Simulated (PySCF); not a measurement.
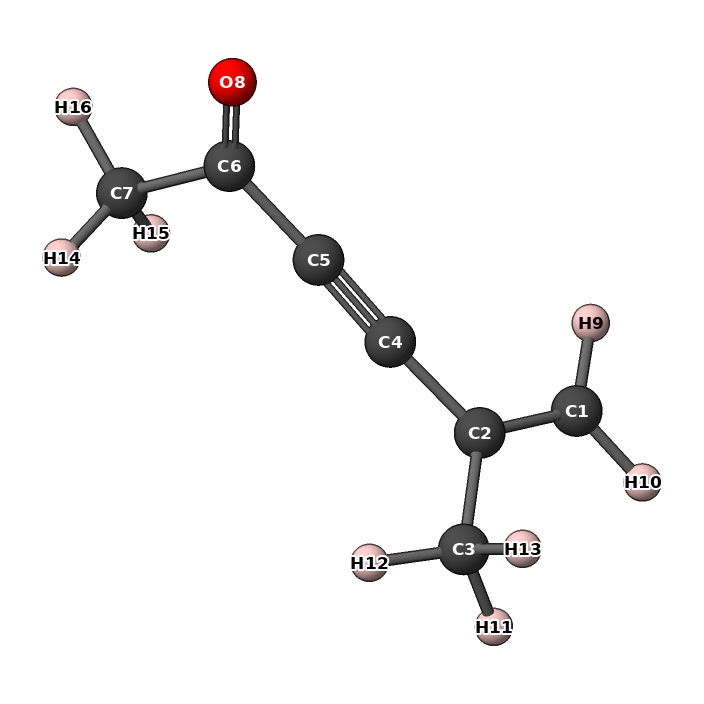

The questions are on Mulliken spin populations. State: charge +1, doublet. The computed structure is the end point of a GFN2-xTB optimisation. No frequency run is at hand to confirm it as a minimum. Properties computed with UKS B3LYP, pcH-1 on C H O, non-relativistic (PySCF 2.14.0).

Give the Mulliken spin populations atom by atom.

```csv
atom,value (e)
C1,0.52
C2,0.07
C3,0.01
C4,0.04
C5,0.28
C6,−0.01
C7,0.06
O8,0.05
H9,−0.02
H10,−0.02
H11,0.00
H12,0.00
H13,0.01
H14,0.00
H15,0.00
H16,0.01
```

Mulliken values depend strongly on the basis set.
